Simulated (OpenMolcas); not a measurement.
How basis sets differ on InNH3Cl (SMILES [NH2][InH][Cl])

The species is InNH3Cl (6 atoms), meant as a singlet with charge 0. SMILES: `[NH2][InH][Cl]`. The shape is that of a PBE0-D4/def2-TZVP optimisation.

Quantity: the dipole moment, in D. The values are calculated.

```
                               level          kind     program  value (D)  CPU time
                           HF/STO-3G  Hartree–Fock  OpenMolcas       3.84       7 s
                            HF/3-21G  Hartree–Fock  OpenMolcas       4.46     8.6 s
HF/ANO-RCC-VDZP (DKH2, RICD fitting)  Hartree–Fock  OpenMolcas       3.63      17 s
       HF/def2-SVPD (core potential)  Hartree–Fock  OpenMolcas       3.30      21 s
```

All-electron rows without a relativistic Hamiltonian named are non-relativistic, while core potentials hold scalar relativity, so basis and relativity change together. The values span 3.30 to 4.46 D. Magnitudes only. Sets without polarisation functions give poor dipoles. Times are those of the runs behind each value, whatever else they computed, on shared processors of several kinds: orders of magnitude only.

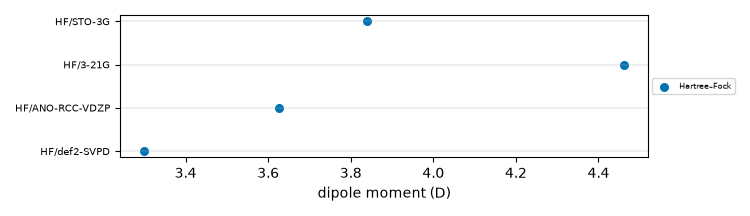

The values of the table, level by level.
